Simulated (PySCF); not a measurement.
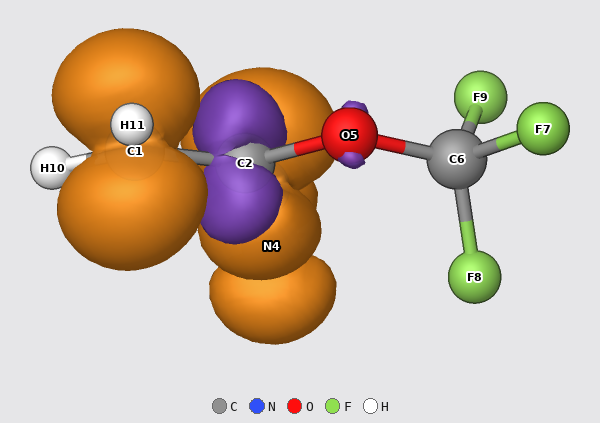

Figure 1: C$_{4}$H$_{3}$F$_{3}$NO (SMILES [H]/N=[C]/C(=C)OC(F)(F)F) (doublet). Isosurfaces of the spin density at +0.03 (orange) and −0.03 e/Å³ (purple), seen from one side.

Geometry: GFN2-xTB.

Computed with PySCF, UKS B3LYP, pcH-1 on C F H N O, non-relativistic, mean-field spin-orbit, GIAO.

```yaml
atoms:
  - { symbol: C, position_ang: [-1.2236, 1.5699, 0.6650] }
  - { symbol: C, position_ang: [-0.4575, 0.5312, 0.2073] }
  - { symbol: C, position_ang: [-0.9450, -0.5955, -0.3734] }
  - { symbol: N, position_ang: [-1.3921, -1.7165, -0.4784] }
  - { symbol: O, position_ang: [0.9493, 0.7323, 0.2264] }
  - { symbol: C, position_ang: [1.7163, -0.2930, -0.0645] }
  - { symbol: F, position_ang: [2.9888, 0.0744, 0.0136] }
  - { symbol: F, position_ang: [1.5625, -1.3521, 0.7489] }
  - { symbol: F, position_ang: [1.5310, -0.7806, -1.3112] }
  - { symbol: H, position_ang: [-2.2919, 1.4973, 0.6597] }
  - { symbol: H, position_ang: [-0.7464, 2.4502, 1.0430] }
  - { symbol: H, position_ang: [-1.6901, -2.1184, -1.3624] }
```

Where is the unpaired spin?

Answer. The unpaired spin (1 electron) lies mostly on C1 (about 0.4), C3 (about 0.3) and N4 (about 0.2), in electrons by Hirshfeld's partition.
